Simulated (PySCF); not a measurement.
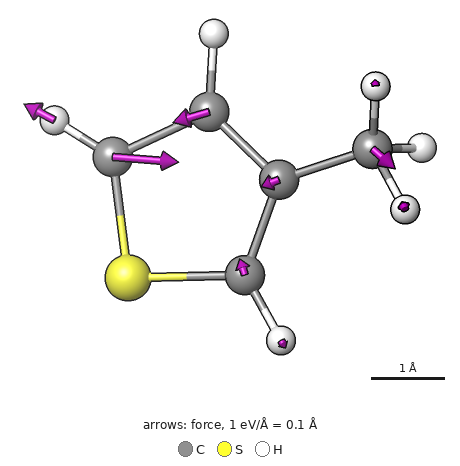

Starting geometry of C₅H₆S with the computed forces as purple arrows. Style: ball-and-stick. Shown at a tilt.

The start comes from MMFF94s. Its atoms were then displaced at random by about 0.03 Å.

Theory: PBE0-D3(BJ)/def2-SVP geometry optimisation, gas phase (PySCF). 

**Is this structure relaxed? If not, where do the atoms go?**

It isn't relaxed: the largest force vector, on a C atom, is 9.69 eV/Å. The final displacements have little in common with the starting forces (cosine between the two patterns 0.19). The largest move after the best rigid fit is that of an H atom, 0.45 Å. By element the largest moves are H 0.45 Å, S 0.13 Å, C 0.11 Å. Among the contacts that change: C–C 1.530 → 1.369 Å, C–H 0.985 → 1.089 Å, C–C 1.429 → 1.496 Å, C–H 1.165 → 1.099 Å. Among the angles between lasting bonds that change: S–C–H 128.6° → 120.3°, H–C–H 115.2° → 107.1°, C–C–H 117.1° → 111.2°. Groups turn about C–C by about 25°. After 12 geometry steps the energy has fallen by 105.3 kJ/mol. The run took 34 s on 1 thread of AMD EPYC 9B45 (shared host).
